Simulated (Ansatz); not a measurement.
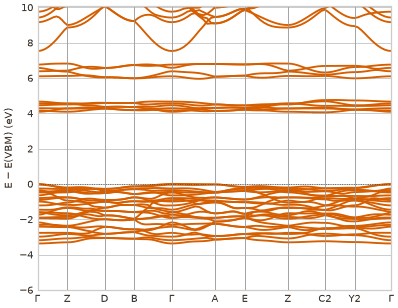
Band structure from r²SCAN+D4 (plane waves, PAW; program Ansatz)

Q: Read off the gap and where the band edges lie.

A: About 4.1 eV (4.05 eV by a search for the band edges); maximum at Γ, minimum at C2.

The material is ZrCl$_{4}$ in space group P2/c (No. 13; Zr on 2e, Cl on 4g, Cl on 4g).

The first step of the workflow began from a Materials Project structure, measured or hypothetical; the Crystallography Open Database files this formula in space group No. 13, but the cells were not matched. Its standing as an ambient phase is unchecked. The r²SCAN+D4 relaxation kept the symmetry of its start; its stability against distortions is not shown here. No spin polarisation was allowed. Scalar-relativistic: spin–orbit coupling is off unless named, which matters more the heavier the elements.

Potentials: the later of the program's two PAW sets.
